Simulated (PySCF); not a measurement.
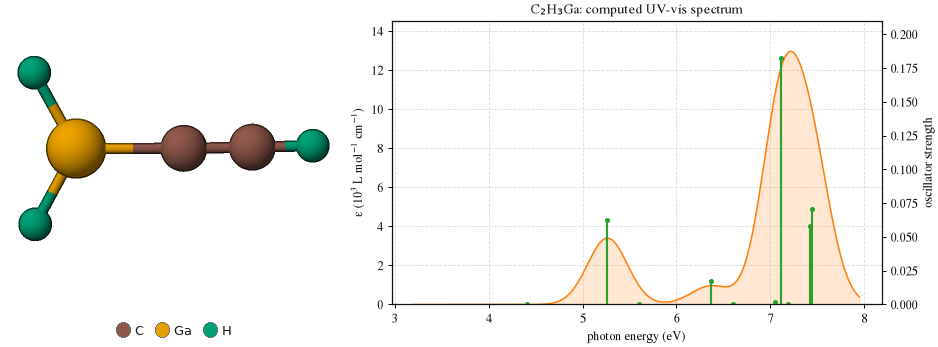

Computed absorption of C₂H₃Ga, SMILES C#[C][GaH2], singlet. Vertical TDDFT excitations, PBE0/aug-cc-pVTZ in PySCF 2.14.0, at a PBE0-D3(BJ)/def2-SVP geometry (no frequency check), gas phase. Only the first 10 singlet excitations are included; each is broadened by a Gaussian of 1/e half-width 0.30 eV. Sticks give oscillator strengths (right axis).

Question: Does any vertical transition fall in the visible?

Answer: No singlet lies below 3.1 eV (beyond 400 nm), so at this level no vertical transition falls in the visible.

Question: Which of the computed transitions is the brightest, and what character does the calculation give it?

Answer: S7 at 7.12 eV (174 nm), f = 0.183, mainly HOMO → LUMO+2 (56 %).

Question: List the transitions behind the spectrum.

Answer:
| state | E (eV) | λ (nm) | f | main character |
| --- | --- | --- | --- | --- |
| S1 | 4.40 | 282 | 0.000 | HOMO → LUMO (98 %) |
| S2 | 5.26 | 236 | 0.063 | HOMO−1 → LUMO (89 %) |
| S3 | 5.61 | 221 | 0.000 | HOMO−2 → LUMO (98 %) |
| S4 | 6.36 | 195 | 0.017 | HOMO−3 → LUMO (99 %) |
| S5 | 6.60 | 188 | 0.000 | HOMO−1 → LUMO+2 (89 %) |
| S6 | 7.05 | 176 | 0.002 | HOMO → LUMO+1 (90 %) |
| S7 | 7.12 | 174 | 0.183 | HOMO → LUMO+2 (56 %) |
| S8 | 7.19 | 173 | 0.000 | HOMO → LUMO+4 (74 %) |
| S9 | 7.43 | 167 | 0.058 | HOMO−1 → LUMO+1 (85 %) |
| S10 | 7.45 | 166 | 0.070 | HOMO → LUMO+3 (82 %) |

Known limits of this run: core orbitals are frozen in the response.
